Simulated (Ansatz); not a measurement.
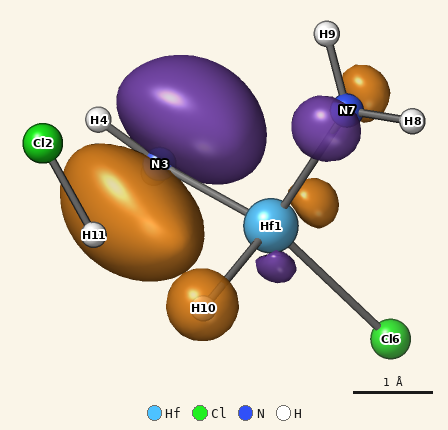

ClH$_{5}$HfN$_{2}$···HCl. The HOMO−1 at ±0.15 Å⁻³ᐟ² (orange and purple are the two phases), seen from one side.

Core potentials replace the inner electrons of Hf; not at a stationary point (largest force 1.4 eV/Å).

The calculation used RHF/def2-SVP (Ansatz 0.2.0).

Input file:

```
crystal:
  periodic: [false, false, false]
  atoms:
    - { symbol: Hf, position_ang: [0.0, 0.0, 0.0] }
    - { symbol: Cl, position_ang: [0.0, 0.0, 2.87] }
    - { symbol: "N", position_ang: [2.084, 0.0, -0.7359] }
    - { symbol: H, position_ang: [2.5823, -0.918, -0.9166] }
    - { symbol: H, position_ang: [2.5853, 0.918, -0.9082] }
    - { symbol: Cl, position_ang: [-1.1869, 2.0563, -0.8392] }
    - { symbol: "N", position_ang: [-1.0409, -1.8034, -0.7359] }
    - { symbol: H, position_ang: [-1.5759, -2.4197, -0.0595] }
    - { symbol: H, position_ang: [-1.0055, -2.0526, -1.7656] }
    - { symbol: H, position_ang: [-2.0403, 0.0065, 0.6779] }
    - { symbol: H, position_ang: [-1.6936, 0.0054, 1.7104] }
basis:
  gaussian: { orbitals: def2-SVP }
hamiltonian:
  xc: hf
relax:
  f_tol: 0.15
  max_steps: 25
  restrain:
    - { distance: [0, 9], at: 1.85, k: 30.0 }
    - { distance: [10, 1], at: 1.37, k: 30.0 }
    - { distance: [0, 1], at: 3.72, k: 30.0 }
    - { distance: [10, 9], at: 1.86, k: 30.0 }
output:
  orbitals: {}
```

Launched as:

```sh
ansatz run input.yaml --threads 2 --pin off --max-ram 3072MiB --backend cpu --events-out ev --progress --plain --runs-dir out
```

The fields are those of the run's last geometry, not of the input's.

### What is the character of this orbital?

It lies mainly on N3 (about 60 %) and Hf1 (about 15 %). Its energy is −11.24 eV.
